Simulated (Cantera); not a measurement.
A closed system holds: 1 mol CF4, 0.054 mol HCl, 0.77 mol H2, held at 750 Torr.

Equilibrium computed with Cantera from the NASA thermochemical tables; the gas is ideal and each condensed phase is pure. Candidate condensed phases: C, C6H6, C7H8, C8H18; 118 gas species. Gases not in the tables: C2F6 and larger saturated fluorocarbons. Rates play no part.

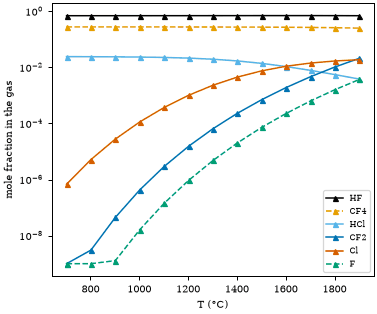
Fig. 1. Equilibrium gas composition (values under 1e-9 drawn at 1e-9)

From 702 °C to 1902 °C the condensed part is C(graphite). The main C-bearing gas is CF4 throughout. The share of C in condensed phases is highest at 1602 °C (39.0 %) and lowest at 1902 °C (37.2 %).
